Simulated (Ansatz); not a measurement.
LiH$_{21}$O$_{11}$: molecular dynamics (part 1 of 3)

LiH$_{21}$O$_{11}$ (disordered cell, 33 atoms in the cell), computed with DFT PBE, scalar-relativistic, plane waves, PAW, no spin polarisation (Ansatz 0.2.0).

It belongs to a series of runs on one base structure; here: dynamics from the start.

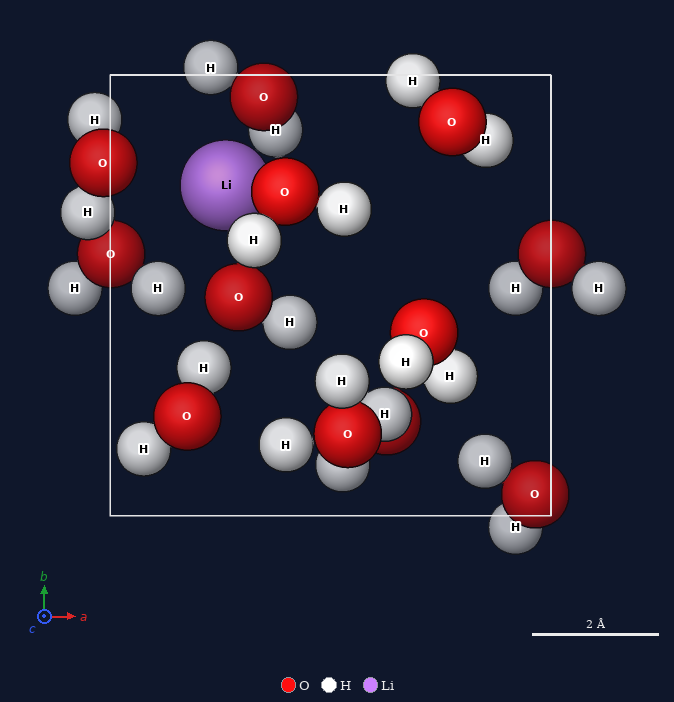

**Figure 1.** The input geometry (spheres-only view of the cell of the calculation, along the c axis).

**Results in brief**

- outcome: finished
- mean temperature over the second half: 216 K
- trajectory: 300 steps, 225 fs
- ensemble: nvt_langevin
- temperature in the input: 250.0 K
- time step: 0.75 fs
- electrons treated: 90
- potential energy (free energy of the electrons) (last step): −6785.4768 eV
- Fermi energy (last step): 0.079 eV
- largest force (length of the vector) (last step): 1.746 eV/Å
- hardware: 1 thread of Intel Xeon (Sapphire Rapids), 16 GiB of memory available, shared host
- wall time: 6.3 min
- peak memory: 0.45 GiB

**Notes**

The k-point mesh is coarse for a cell of this size, so the results may not be converged. So short a trajectory is not equilibrated. The logged temperature at the start can lie below the typed one, since it is counted over all degrees of freedom.

**Input**
```yaml
crystal:
  lattice:
    - [7.006796, 0.0, 0.0]
    - [0.0, 7.006796, 0.0]
    - [0.0, 0.0, 7.006796]
  atoms:
    - { symbol: O, position: [0.34850284, 0.95046786, 0.19616031] }
    - { symbol: H, position: [0.22797477, 1.01700975, 0.16644371] }
    - { symbol: H, position: [0.37509361, 0.87521387, 0.07679614] }
    - { symbol: O, position: [0.17492334, 0.22525415, 0.54687352] }
    - { symbol: H, position: [0.21265418, 0.3357117, 0.45410334] }
    - { symbol: H, position: [0.07590327, 0.15165657, 0.48304576] }
    - { symbol: O, position: [0.71212389, 0.41558404, 0.91469381] }
    - { symbol: H, position: [0.77181443, 0.3165491, 0.83631825] }
    - { symbol: H, position: [0.67100345, 0.34909467, 1.0324486] }
    - { symbol: O, position: [0.627869, 0.21441203, 0.24303446] }
    - { symbol: H, position: [0.52737426, 0.11554832, 0.21892618] }
    - { symbol: H, position: [0.62231578, 0.23022568, 0.38349627] }
    - { symbol: O, position: [0.39714977, 0.73551644, 0.88249413] }
    - { symbol: H, position: [0.53120611, 0.69569297, 0.87118242] }
    - { symbol: H, position: [0.32698479, 0.62462244, 0.93016305] }
    - { symbol: O, position: [0.9843781, 0.80077534, 0.43647605] }
    - { symbol: H, position: [0.94896744, 0.68807152, 0.35811081] }
    - { symbol: H, position: [0.96496628, 0.89890085, 0.33556881] }
    - { symbol: O, position: [1.00200869, 0.59403716, 0.12244835] }
    - { symbol: H, position: [1.108844, 0.51578253, 0.17810295] }
    - { symbol: H, position: [0.92010277, 0.51623851, 0.03891546] }
    - { symbol: O, position: [0.53874557, 0.18593508, 0.62759761] }
    - { symbol: H, position: [0.5260629, 0.30548454, 0.70261311] }
    - { symbol: H, position: [0.39909648, 0.16103977, 0.59467684] }
    - { symbol: O, position: [-0.03571993, 1.04885877, 0.12962266] }
    - { symbol: H, position: [-0.14982411, 1.12374017, 0.1676521] }
    - { symbol: H, position: [-0.0802681, 0.97406649, 0.01852759] }
    - { symbol: O, position: [0.77633055, 0.89347472, 0.7917529] }
    - { symbol: H, position: [0.85281924, 0.85178718, 0.68155663] }
    - { symbol: H, position: [0.68678917, 0.98710354, 0.73700357] }
    - { symbol: Li, position: [0.26155715, 0.74969571, 0.39053398] }
    - { symbol: O, position: [0.29135085, 0.49586653, 0.33338599] }
    - { symbol: H, position: [0.40768865, 0.4388863, 0.28411104] }
basis:
  ecutwfc: 420.0
kpoints:
  mp_grid: { grid: [1, 1, 1] }
hamiltonian:
  xc: pbe
scf:
  occupations: { method: fermi_dirac, width: 0.05 }
  lower_state_search: "off"
md:
  timestep: 0.75
  n_steps: 300
  ensemble: nvt_langevin
  temperature: 250.0
  initial_velocities: maxwell_boltzmann
  seed: 686761
  friction: 0.02
  masses: [{ species: H, mass: 2.014 }]
```

Launched with:
```bash
ansatz run input.yaml --threads 1 --pin off --max-ram 3072MiB --backend cpu --events-out ev --progress --plain --runs-dir out
```

**What the program printed**
```
Warning: md: disabling space-group detection — thermal motion breaks the input geometry's symmetry, so no spatial operation reduces the k-mesh or symmetrises the density; time reversal is kept, so that k and −k are solved as one point where they differ and the mesh holds both, and exact exchange and, on two spinor components, a DFT+U term hold to it where the run has them: on two components no moment then forms, and a state that bears one, which a typed moment (crystal.atoms[].spin; refused beside efield: under a hybrid functional) reaches, can lie lower, under hf by electronvolts; crystal.symmetry.detect: false (a key that needs symmetry detection or time reversal refuses this as the deck is read) with time_reversal: false beside it drops time reversal too
Engine: ansatz 0.2.0, x86_64-unknown-linux-gnu
Pseudopotentials: kind: paw
Pseudopotential: O, paw, valence charge 6, recommended cutoff 420 eV (normal), O.paw.azcp
Pseudopotential: H, paw, valence charge 1, recommended cutoff 420 eV (normal), H.paw.azcp
Pseudopotential: Li, paw, valence charge 3, recommended cutoff 420 eV (normal), Li.paw.azcp
Functional definition: PBE
  parameter kappa = 0.804
  parameter beta = 0.06672455060314922
  exchange = pbe_x(kappa = kappa, mu = beta*pi^2/3)
  correlation = pbe_c(beta = beta)
Crystal: 33 atoms, lattice volume = 344.000 Å³
Basis set: ecut = 420 eV, 6763 PW (Γ), exchange–correlation on 96×96×96 points (8 copies of the dense FFT grid, shifted against one another)
Bands: 78, of which v1, the nominal top of the filled ones, is band 45 counted from 1 (44 counted from 0)
Symmetry: 1 space group operations
k-points: 1
Non-local potential: O, projectors of the file, l = 0: 2, l = 1: 2, l = 2: 1
Non-local potential: H, projectors of the file, l = 0: 2, l = 1: 1
Non-local potential: Li, projectors of the file, l = 0: 3, l = 1: 2, l = 2: 1
PAW form: soft (Blöchl's): semilocal exchange-correlation on the pseudo side does not see the compensation charge
PAW one-centre angular grid: O, 110 points (default); XC on 64 Gauss nodes
PAW one-centre angular grid: H, 110 points (default); XC on 64 Gauss nodes
PAW one-centre angular grid: Li, 110 points (default); XC on 64 Gauss nodes
Initial density: superposition of atomic densities (neutral atoms: chi_scale 0, normalization atom), corrected by the library's trained network
Initial wavefunctions: pseudopotential atomic-orbital guess
Functional: x = pbe(κ = 0.804, μ = 0.2195149727645171), c = pbe(β = 0.06672455060314922)
SCF iter   1: F=—  HF=-6786.083329 eV  |F-HF|=—  |Δ(HF+E_count)|=         —  Δρ=2.98e-3  dr2=3.02e-2  ethr=1.77e-3  ⟨swp⟩=6.0  Hψ=353  notcnv=0  defer=12
preconditioner: auto → Resta (q_TF=auto, 2.182 Å⁻¹)  ε∞=2.1  [insulator: Δε(μ)=4.001 eV  Ē_g=17.559 eV  σ=0.050 eV  W_gap=1.00  n_scr=56 (ndim 8)  ℏωp=18.8 eV  f_vac=0.302  D(μ)=0.00/eV (n_scr^D=0)  ε∞_Penn≈2.1]
SCF iter   2: F=—  HF=-6786.068018 eV  |F-HF|=—  |Δ(HF+E_count)|=   1.53e-2  Δρ=1.42e-3  dr2=5.48e-3  ethr=3.35e-5  ⟨swp⟩=2.0  Hψ=119  notcnv=0  defer=26
SCF iter   3: F=—  HF=-6786.064281 eV  |F-HF|=—  |Δ(HF+E_count)|=   3.74e-3  Δρ=5.64e-4  dr2=1.53e-3  ethr=6.09e-6  ⟨swp⟩=2.0  Hψ=92  notcnv=0  defer=26
SCF iter   4: F=—  HF=-6786.063820 eV  |F-HF|=—  |Δ(HF+E_count)|=   4.61e-4  Δρ=1.83e-4  dr2=1.20e-4  ethr=1.69e-6  ⟨swp⟩=3.0  Hψ=91  notcnv=0  defer=26
SCF iter   5: F=—  HF=-6786.063828 eV  |F-HF|=—  |Δ(HF+E_count)|=   8.69e-6  Δρ=1.01e-4  dr2=2.76e-5  ethr=1.33e-7  ⟨swp⟩=3.0  Hψ=90  notcnv=0  defer=26
SCF iter   6: F=—  HF=-6786.063720 eV  |F-HF|=—  |Δ(HF+E_count)|=   1.08e-4  Δρ=2.83e-5  dr2=2.05e-6  ethr=3.07e-8  ⟨swp⟩=3.0  Hψ=90  notcnv=0  defer=26
SCF iter   7: F=—  HF=-6786.063720 eV  |F-HF|=—  |Δ(HF+E_count)|=   3.03e-7  Δρ=9.29e-6  dr2=2.25e-7  ethr=2.27e-9  ⟨swp⟩=2.0  Hψ=88  notcnv=0  defer=26
SCF iter   8: F=-6786.063720 eV  HF=-6786.063720 eV  |F-HF|=1.12e-8  |Δ(HF+E_count)|=   2.10e-8  Δρ=3.30e-6  dr2=3.01e-8  ethr=3.67e-11  ⟨swp⟩=5.0  Hψ=239  notcnv=0
SCF 1 converged in 8 iterations: F = -6786.063720 eV  dr2 = 3.01e-8
  greatest PAW one-centre occupation: 1.000 electrons in one spin orbital (limit 2), on the Li atom at site 30 (counted from 0), in its partial waves of l = 0
md step     0: t =     0.00 fs  T =   242.4 K  F+E_penalty+E_count = -6786.06372000 eV  E_kin = 1.034080 eV  (8 SCF iters)
Initial density: handed on by an earlier stage of this run
Initial wavefunctions: those handed on with the density
iter 1 solved again at ethr=1.63e-5 eV; its pass at ethr=3.10e-3 eV (dr2=1.47e-2 eV) is discarded
SCF iter   1: F=—  HF=-6786.032317 eV  |F-HF|=—  |Δ(HF+E_count)|=         —  Δρ=2.82e-3  dr2=1.39e-2  ethr=1.63e-5  ⟨swp⟩=4.0  Hψ=384  notcnv=0
preconditioner: auto → Resta (q_TF=auto, 2.182 Å⁻¹)  ε∞=2.1  [insulator: Δε(μ)=3.865 eV  Ē_g=17.551 eV  σ=0.050 eV  W_gap=1.00  n_scr=56 (ndim 8)  ℏωp=18.8 eV  f_vac=0.307  D(μ)=0.00/eV (n_scr^D=0)  ε∞_Penn≈2.1]
SCF iter   2: F=—  HF=-6786.029774 eV  |F-HF|=—  |Δ(HF+E_count)|=   2.54e-3  Δρ=1.25e-3  dr2=2.01e-3  ethr=1.55e-5  ⟨swp⟩=2.0  Hψ=114  notcnv=0
SCF iter   3: F=—  HF=-6786.029708 eV  |F-HF|=—  |Δ(HF+E_count)|=   6.60e-5  Δρ=5.47e-4  dr2=4.10e-4  ethr=2.23e-6  ⟨swp⟩=2.0  Hψ=106  notcnv=0
SCF iter   4: F=—  HF=-6786.029770 eV  |F-HF|=—  |Δ(HF+E_count)|=   6.18e-5  Δρ=9.50e-5  dr2=2.61e-5  ethr=4.55e-7  ⟨swp⟩=2.0  Hψ=110  notcnv=0
SCF iter   5: F=—  HF=-6786.029668 eV  |F-HF|=—  |Δ(HF+E_count)|=   1.02e-4  Δρ=6.37e-5  dr2=1.13e-5  ethr=2.90e-8  ⟨swp⟩=3.0  Hψ=114  notcnv=0
SCF iter   6: F=—  HF=-6786.029666 eV  |F-HF|=—  |Δ(HF+E_count)|=   1.76e-6  Δρ=1.28e-5  dr2=4.63e-7  ethr=1.26e-8  ⟨swp⟩=2.0  Hψ=112  notcnv=0
SCF iter   7: F=—  HF=-6786.029666 eV  |F-HF|=—  |Δ(HF+E_count)|=   1.99e-7  Δρ=8.33e-6  dr2=1.78e-7  ethr=5.14e-10  ⟨swp⟩=2.0  Hψ=113  notcnv=0
SCF iter   8: F=-6786.029666 eV  HF=-6786.029666 eV  |F-HF|=1.12e-9  |Δ(HF+E_count)|=   2.94e-8  Δρ=1.26e-6  dr2=4.32e-9  ethr=3.67e-11  ⟨swp⟩=3.0  Hψ=262  notcnv=0
SCF 2 converged in 8 iterations: F = -6786.029666 eV  dr2 = 4.32e-9
md step     1: t =     0.75 fs  T =   228.8 K  F+E_penalty+E_count = -6786.02966622 eV  E_kin = 0.976147 eV  (8 SCF iters)
[... from here on the SCF iterations and repeated set-up lines of each step are left out, up to the last step ...]
md step     2: t =     1.50 fs  T =   205.8 K  F+E_penalty+E_count = -6785.92819228 eV  E_kin = 0.877903 eV  (8 SCF iters)
md step     3: t =     2.25 fs  T =   185.1 K  F+E_penalty+E_count = -6785.79522413 eV  E_kin = 0.789470 eV  (8 SCF iters)
md step     4: t =     3.00 fs  T =   164.3 K  F+E_penalty+E_count = -6785.68493123 eV  E_kin = 0.700674 eV  (8 SCF iters)
md step     5: t =     3.75 fs  T =   150.4 K  F+E_penalty+E_count = -6785.64703580 eV  E_kin = 0.641363 eV  (6 SCF iters)
md step     6: t =     4.50 fs  T =   172.8 K  F+E_penalty+E_count = -6785.67607654 eV  E_kin = 0.737032 eV  (6 SCF iters)
md step     7: t =     5.25 fs  T =   194.1 K  F+E_penalty+E_count = -6785.73369201 eV  E_kin = 0.827937 eV  (6 SCF iters)
md step     8: t =     6.00 fs  T =   201.1 K  F+E_penalty+E_count = -6785.77157471 eV  E_kin = 0.857988 eV  (7 SCF iters)
md step     9: t =     6.75 fs  T =   198.6 K  F+E_penalty+E_count = -6785.75893372 eV  E_kin = 0.847333 eV  (6 SCF iters)
md step    10: t =     7.50 fs  T =   188.6 K  F+E_penalty+E_count = -6785.70521276 eV  E_kin = 0.804582 eV  (8 SCF iters)
md step    11: t =     8.25 fs  T =   187.4 K  F+E_penalty+E_count = -6785.63540324 eV  E_kin = 0.799367 eV  (6 SCF iters)
md step    12: t =     9.00 fs  T =   166.0 K  F+E_penalty+E_count = -6785.57155810 eV  E_kin = 0.708245 eV  (6 SCF iters)
md step    13: t =     9.75 fs  T =   163.9 K  F+E_penalty+E_count = -6785.52900000 eV  E_kin = 0.699167 eV  (6 SCF iters)
md step    14: t =    10.50 fs  T =   162.9 K  F+E_penalty+E_count = -6785.50896749 eV  E_kin = 0.695022 eV  (6 SCF iters)
md step    15: t =    11.25 fs  T =   167.8 K  F+E_penalty+E_count = -6785.50707647 eV  E_kin = 0.715680 eV  (6 SCF iters)
md step    16: t =    12.00 fs  T =   173.3 K  F+E_penalty+E_count = -6785.50835861 eV  E_kin = 0.739095 eV  (6 SCF iters)
md step    17: t =    12.75 fs  T =   174.7 K  F+E_penalty+E_count = -6785.50255681 eV  E_kin = 0.745174 eV  (6 SCF iters)
md step    18: t =    13.50 fs  T =   182.5 K  F+E_penalty+E_count = -6785.49780597 eV  E_kin = 0.778586 eV  (6 SCF iters)
md step    19: t =    14.25 fs  T =   184.8 K  F+E_penalty+E_count = -6785.49693100 eV  E_kin = 0.788378 eV  (6 SCF iters)
md step    20: t =    15.00 fs  T =   187.9 K  F+E_penalty+E_count = -6785.50958955 eV  E_kin = 0.801544 eV  (8 SCF iters)
md step    21: t =    15.75 fs  T =   190.9 K  F+E_penalty+E_count = -6785.53278313 eV  E_kin = 0.814481 eV  (6 SCF iters)
md step    22: t =    16.50 fs  T =   196.0 K  F+E_penalty+E_count = -6785.54370413 eV  E_kin = 0.835899 eV  (6 SCF iters)
md step    23: t =    17.25 fs  T =   194.4 K  F+E_penalty+E_count = -6785.53365600 eV  E_kin = 0.829432 eV  (6 SCF iters)
md step    24: t =    18.00 fs  T =   182.6 K  F+E_penalty+E_count = -6785.50752409 eV  E_kin = 0.779026 eV  (6 SCF iters)
md step    25: t =    18.75 fs  T =   180.9 K  F+E_penalty+E_count = -6785.47242104 eV  E_kin = 0.771551 eV  (6 SCF iters)
md step    26: t =    19.50 fs  T =   177.7 K  F+E_penalty+E_count = -6785.43324411 eV  E_kin = 0.757956 eV  (6 SCF iters)
md step    27: t =    20.25 fs  T =   178.5 K  F+E_penalty+E_count = -6785.40253316 eV  E_kin = 0.761196 eV  (6 SCF iters)
md step    28: t =    21.00 fs  T =   180.9 K  F+E_penalty+E_count = -6785.39231353 eV  E_kin = 0.771822 eV  (6 SCF iters)
md step    29: t =    21.75 fs  T =   178.2 K  F+E_penalty+E_count = -6785.39977196 eV  E_kin = 0.759931 eV  (7 SCF iters)
md step    30: t =    22.50 fs  T =   181.8 K  F+E_penalty+E_count = -6785.41502176 eV  E_kin = 0.775678 eV  (7 SCF iters)
md step    31: t =    23.25 fs  T =   186.6 K  F+E_penalty+E_count = -6785.42219337 eV  E_kin = 0.795813 eV  (6 SCF iters)
md step    32: t =    24.00 fs  T =   169.5 K  F+E_penalty+E_count = -6785.41516486 eV  E_kin = 0.723184 eV  (6 SCF iters)
md step    33: t =    24.75 fs  T =   171.4 K  F+E_penalty+E_count = -6785.40009393 eV  E_kin = 0.731037 eV  (6 SCF iters)
md step    34: t =    25.50 fs  T =   170.3 K  F+E_penalty+E_count = -6785.38064560 eV  E_kin = 0.726517 eV  (6 SCF iters)
md step    35: t =    26.25 fs  T =   170.1 K  F+E_penalty+E_count = -6785.36217036 eV  E_kin = 0.725736 eV  (6 SCF iters)
md step    36: t =    27.00 fs  T =   162.2 K  F+E_penalty+E_count = -6785.35559844 eV  E_kin = 0.691710 eV  (6 SCF iters)
md step    37: t =    27.75 fs  T =   166.7 K  F+E_penalty+E_count = -6785.36063829 eV  E_kin = 0.711277 eV  (6 SCF iters)
md step    38: t =    28.50 fs  T =   166.1 K  F+E_penalty+E_count = -6785.36765188 eV  E_kin = 0.708368 eV  (6 SCF iters)
md step    39: t =    29.25 fs  T =   184.3 K  F+E_penalty+E_count = -6785.36866383 eV  E_kin = 0.785934 eV  (6 SCF iters)
md step    40: t =    30.00 fs  T =   182.8 K  F+E_penalty+E_count = -6785.36699334 eV  E_kin = 0.779674 eV  (8 SCF iters)
md step    41: t =    30.75 fs  T =   177.0 K  F+E_penalty+E_count = -6785.36599756 eV  E_kin = 0.754864 eV  (6 SCF iters)
md step    42: t =    31.50 fs  T =   179.1 K  F+E_penalty+E_count = -6785.36812959 eV  E_kin = 0.763804 eV  (6 SCF iters)
md step    43: t =    32.25 fs  T =   176.1 K  F+E_penalty+E_count = -6785.37796553 eV  E_kin = 0.750968 eV  (6 SCF iters)
md step    44: t =    33.00 fs  T =   180.2 K  F+E_penalty+E_count = -6785.38632053 eV  E_kin = 0.768646 eV  (6 SCF iters)
md step    45: t =    33.75 fs  T =   178.3 K  F+E_penalty+E_count = -6785.38383871 eV  E_kin = 0.760342 eV  (6 SCF iters)
md step    46: t =    34.50 fs  T =   176.7 K  F+E_penalty+E_count = -6785.36514654 eV  E_kin = 0.753863 eV  (6 SCF iters)
md step    47: t =    35.25 fs  T =   171.5 K  F+E_penalty+E_count = -6785.32778898 eV  E_kin = 0.731440 eV  (6 SCF iters)
md step    48: t =    36.00 fs  T =   155.5 K  F+E_penalty+E_count = -6785.27396137 eV  E_kin = 0.663341 eV  (6 SCF iters)
md step    49: t =    36.75 fs  T =   141.8 K  F+E_penalty+E_count = -6785.21795180 eV  E_kin = 0.604908 eV  (6 SCF iters)
md step    50: t =    37.50 fs  T =   137.9 K  F+E_penalty+E_count = -6785.19278685 eV  E_kin = 0.588053 eV  (8 SCF iters)
md step    51: t =    38.25 fs  T =   140.8 K  F+E_penalty+E_count = -6785.22353670 eV  E_kin = 0.600720 eV  (6 SCF iters)
md step    52: t =    39.00 fs  T =   159.7 K  F+E_penalty+E_count = -6785.30582649 eV  E_kin = 0.681101 eV  (6 SCF iters)
md step    53: t =    39.75 fs  T =   185.1 K  F+E_penalty+E_count = -6785.40534689 eV  E_kin = 0.789728 eV  (6 SCF iters)
md step    54: t =    40.50 fs  T =   210.7 K  F+E_penalty+E_count = -6785.47661031 eV  E_kin = 0.898745 eV  (6 SCF iters)
md step    55: t =    41.25 fs  T =   215.3 K  F+E_penalty+E_count = -6785.49370654 eV  E_kin = 0.918253 eV  (6 SCF iters)
md step    56: t =    42.00 fs  T =   202.1 K  F+E_penalty+E_count = -6785.45944224 eV  E_kin = 0.861884 eV  (6 SCF iters)
md step    57: t =    42.75 fs  T =   183.4 K  F+E_penalty+E_count = -6785.39624797 eV  E_kin = 0.782134 eV  (6 SCF iters)
md step    58: t =    43.50 fs  T =   159.3 K  F+E_penalty+E_count = -6785.34048720 eV  E_kin = 0.679699 eV  (6 SCF iters)
md step    59: t =    44.25 fs  T =   162.1 K  F+E_penalty+E_count = -6785.32446167 eV  E_kin = 0.691534 eV  (6 SCF iters)
md step    60: t =    45.00 fs  T =   168.3 K  F+E_penalty+E_count = -6785.34907746 eV  E_kin = 0.717702 eV  (8 SCF iters)
md step    61: t =    45.75 fs  T =   170.3 K  F+E_penalty+E_count = -6785.39051056 eV  E_kin = 0.726352 eV  (6 SCF iters)
md step    62: t =    46.50 fs  T =   182.3 K  F+E_penalty+E_count = -6785.42493752 eV  E_kin = 0.777651 eV  (6 SCF iters)
md step    63: t =    47.25 fs  T =   191.7 K  F+E_penalty+E_count = -6785.44061858 eV  E_kin = 0.817539 eV  (6 SCF iters)
md step    64: t =    48.00 fs  T =   179.4 K  F+E_penalty+E_count = -6785.42829552 eV  E_kin = 0.765150 eV  (6 SCF iters)
md step    65: t =    48.75 fs  T =   178.4 K  F+E_penalty+E_count = -6785.38525585 eV  E_kin = 0.760918 eV  (6 SCF iters)
md step    66: t =    49.50 fs  T =   167.6 K  F+E_penalty+E_count = -6785.31736892 eV  E_kin = 0.715001 eV  (6 SCF iters)
md step    67: t =    50.25 fs  T =   155.9 K  F+E_penalty+E_count = -6785.25487163 eV  E_kin = 0.664861 eV  (6 SCF iters)
md step    68: t =    51.00 fs  T =   143.1 K  F+E_penalty+E_count = -6785.23066332 eV  E_kin = 0.610593 eV  (6 SCF iters)
md step    69: t =    51.75 fs  T =   153.0 K  F+E_penalty+E_count = -6785.25856189 eV  E_kin = 0.652752 eV  (6 SCF iters)
md step    70: t =    52.50 fs  T =   175.4 K  F+E_penalty+E_count = -6785.32491519 eV  E_kin = 0.748107 eV  (8 SCF iters)
md step    71: t =    53.25 fs  T =   200.7 K  F+E_penalty+E_count = -6785.39995871 eV  E_kin = 0.856021 eV  (6 SCF iters)
md step    72: t =    54.00 fs  T =   210.4 K  F+E_penalty+E_count = -6785.44877549 eV  E_kin = 0.897492 eV  (6 SCF iters)
md step    73: t =    54.75 fs  T =   207.1 K  F+E_penalty+E_count = -6785.45029157 eV  E_kin = 0.883538 eV  (6 SCF iters)
md step    74: t =    55.50 fs  T =   196.0 K  F+E_penalty+E_count = -6785.41236387 eV  E_kin = 0.836020 eV  (6 SCF iters)
md step    75: t =    56.25 fs  T =   176.8 K  F+E_penalty+E_count = -6785.36495379 eV  E_kin = 0.754328 eV  (6 SCF iters)
md step    76: t =    57.00 fs  T =   171.3 K  F+E_penalty+E_count = -6785.33033087 eV  E_kin = 0.730628 eV  (6 SCF iters)
md step    77: t =    57.75 fs  T =   177.0 K  F+E_penalty+E_count = -6785.31843501 eV  E_kin = 0.754947 eV  (6 SCF iters)
automatic band count: iteration 1 solves 52 bands in place of 78: the levels show a gap, and the empty bands left out lie too high to hold charge; the band table lists the bands solved (type scf.n_extra_bands for more)
preconditioner: auto → Resta (q_TF=auto, 2.182 Å⁻¹)  ε∞=2.7  [insulator: Δε(μ)=
[...]
md step   300: t =   225.00 fs  T =   233.3 K  F+E_penalty+E_count = -6785.47682059 eV  E_kin = 0.995306 eV  (8 SCF iters)
```
